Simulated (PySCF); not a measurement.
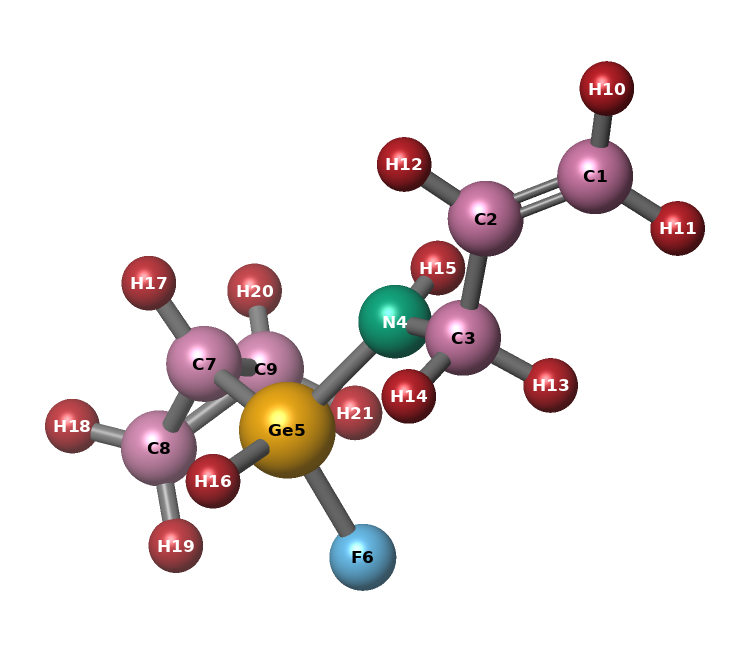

The geometry was computed by an optimisation with PBE0-D3(BJ)/def2-SVP. No frequency run is at hand to confirm it as a minimum. Properties computed with delta-SCF UKS SCAN, pcX-2 on the ionised atom, pcseg-1 elsewhere, spin-free X2C (PySCF 2.14.0).

Give the core-electron binding energies (to vacuum) of C1 1s, C2 1s, C3 1s, N4 1s, F6 1s, C7 1s, C8 1s, C9 1s.

```csv
atom,level,binding energy (eV)
C1,1s,290.2
C2,1s,290.5
C3,1s,291.6
N4,1s,404.2
F6,1s,690.4
C7,1s,290.4
C8,1s,290.7
C9,1s,290.7
```
